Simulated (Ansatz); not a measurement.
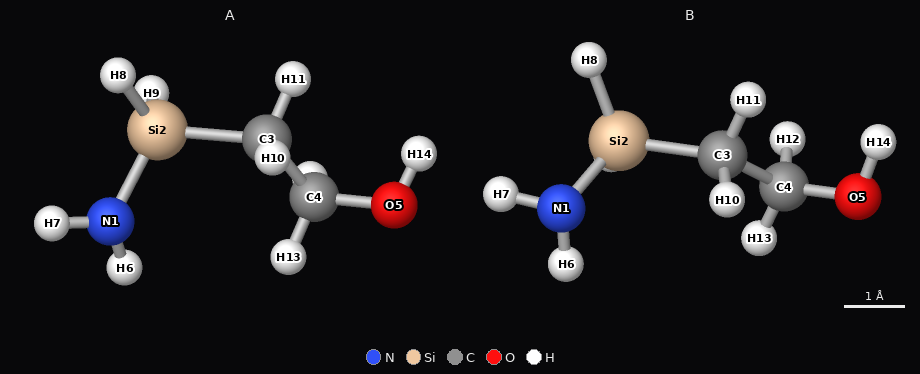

Two geometries of C$_{2}$H$_{9}$NOSi, drawn at one scale. One is the start of a relaxation, the other its converged end. Style: ball-and-stick. Shown at a tilt.

All numbers below come from Ansatz 0.2.0, RKS BHLYP/def2-SVP. Settings: no spin polarisation; force threshold 0.015 eV/Å; at most 40 steps.

### Which one is relaxed?

Structure A is the relaxed one. The run prepares an end point of a later path (torsion) calculation, from a guessed geometry. The largest move after the best rigid fit is that of H9, 1.03 Å. By element the largest moves are H 1.03 Å, N 0.54 Å, C 0.32 Å, Si 0.20 Å, O 0.16 Å. Among the contacts that change: N1–Si2 1.641 → 1.727 Å, C3–C4 1.603 → 1.519 Å, O5–H14 1.015 → 0.954 Å, Si2–C3 1.821 → 1.880 Å. Bond angles that change, for instance: O5–C4–H13 115.7° → 105.7°, Si2–N1–H7 109.8° → 119.6°, N1–Si2–H9 104.8° → 114.2°. Groups turn about Si2–C3 by about 55°. Over 20 accepted moves (21 points after the start) the energy falls by 0.815 eV. The largest force component goes from 3.8 to 0.014 eV/Å. The line search rejected the trial step at point 13 of the run. Cost: 87 s on 2 threads of Arm Neoverse V1, with other jobs on the host, peak memory 0.28 GiB.
